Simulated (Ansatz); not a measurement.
Band structure of KSr₃ (Fm-3m, 4 atoms in the cell).

```yaml
crystal:
  lattice:
    - [0.00000, 4.97170, 4.97170]
    - [4.97170, 0.00000, 4.97170]
    - [4.97170, 4.97170, 0.00000]
  atoms:
    - { symbol: K, position: [0.00000, 0.00000, 0.00000] }
    - { symbol: Sr, position: [0.25000, 0.25000, 0.25000] }
    - { symbol: Sr, position: [0.75000, 0.75000, 0.75000] }
    - { symbol: Sr, position: [0.50000, 0.50000, 0.50000] }
```

Computed with LDA (PW92), PAW files made with PBE (plane waves; Ansatz, a first-principles code).

Settings: kpoints.mp_grid.grid = 5 5 5; hamiltonian.xc = lda; hamiltonian.pseudopotentials = {kind: paw} (the program's default PAW files); scf.occupations.method = fermi_dirac; scf.occupations.width = 0.05 eV; kpoints.band_path.npoints = 8.

The starting cell comes from a database of computed structures (which also holds hypothetical and non-ambient phases and stackings), without a prior relaxation at this level. Its lattice was rescaled by a random factor within 2.5 % of one.

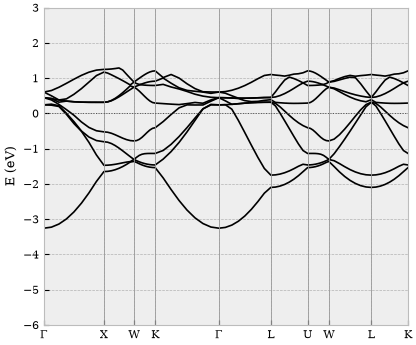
Bands along the path, energies from the Fermi level.

Levels in eV from the Fermi level, bands 17 to 23:
| point | 17 | 18 | 19 | 20 | 21 | 22 | 23 |
|---|---|---|---|---|---|---|---|
| Γ | -3.26 | 0.24 | 0.24 | 0.44 | 0.44 | 0.44 | 0.60 |
| X | -1.65 | -1.47 | -0.81 | -0.53 | 0.31 | 0.31 | 1.17 |
| W | -1.36 | -1.31 | -1.31 | -0.78 | 0.74 | 0.74 | 0.88 |
| K | -1.54 | -1.46 | -1.14 | -0.41 | 0.29 | 0.79 | 0.91 |
| L | -2.10 | -1.75 | 0.31 | 0.31 | 0.39 | 0.45 | 0.45 |
| U | -1.54 | -1.46 | -1.14 | -0.41 | 0.29 | 0.79 | 0.91 |

Bands cross the Fermi level along this path, so the cell is metallic at this level.

Keys are those of Ansatz 0.2.
